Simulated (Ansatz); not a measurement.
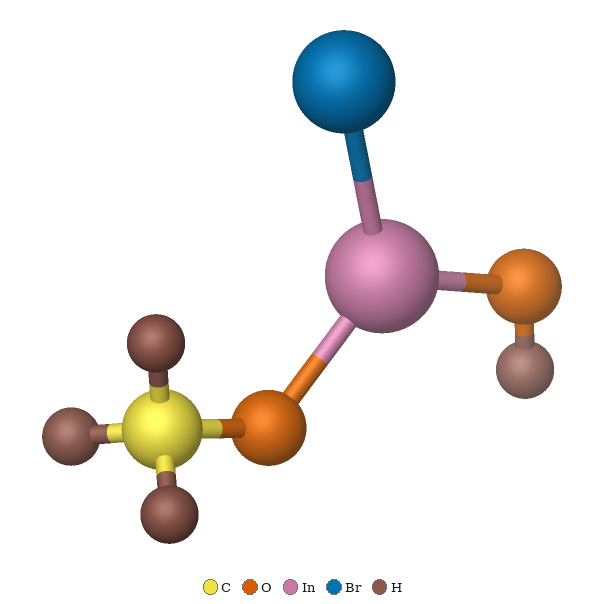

The geometry was computed by an optimisation with PBE0-D4/def2-TZVP. No frequency run is at hand to confirm it as a minimum.

Give the structural formula.

SMILES: C[O][In]([OH])[Br]

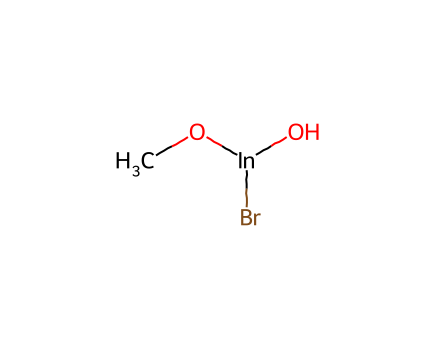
